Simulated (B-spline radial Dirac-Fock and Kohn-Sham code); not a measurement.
Neutral rubidium. Level of theory: Dirac partial waves in the static Dirac–Fock field with Furness–McCarthy exchange, no polarisation or absorption; calculated with a radial B-spline solver.

Predict the main features of the following plot. A map of the differential cross section for elastic electron scattering over angle and energy (one row an energy, not to scale).

The deepest dip lies at 50.8 eV and 135° (6.3 × 10⁻⁴ bohr²/sr). Marked minima (at least 40 % below the values at larger angles) show at 51 eV (55° and 135°); 60 eV (50° and 115°); 160 eV (40°, 85° and 145°); 220 eV (40°, 80° and 140°); 280 eV (80° and 135°), and at further energies up to 1.6 keV; above that any minima are shallower. At 90° the cross section goes from 1.1 bohr²/sr at 51 eV to 6.3 × 10⁻⁵ at 72 keV. The model is rough under about 200 eV.

The result:

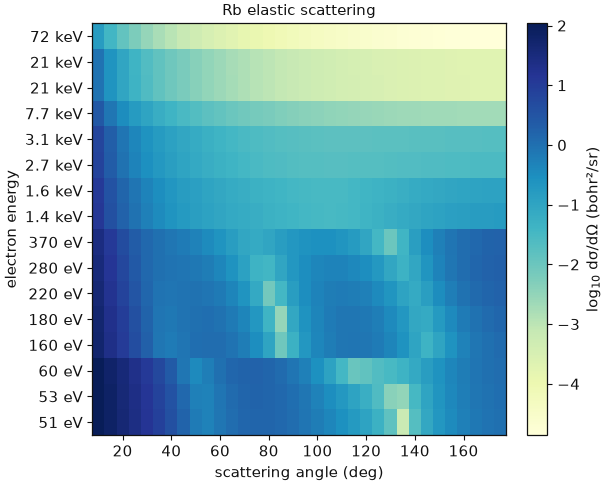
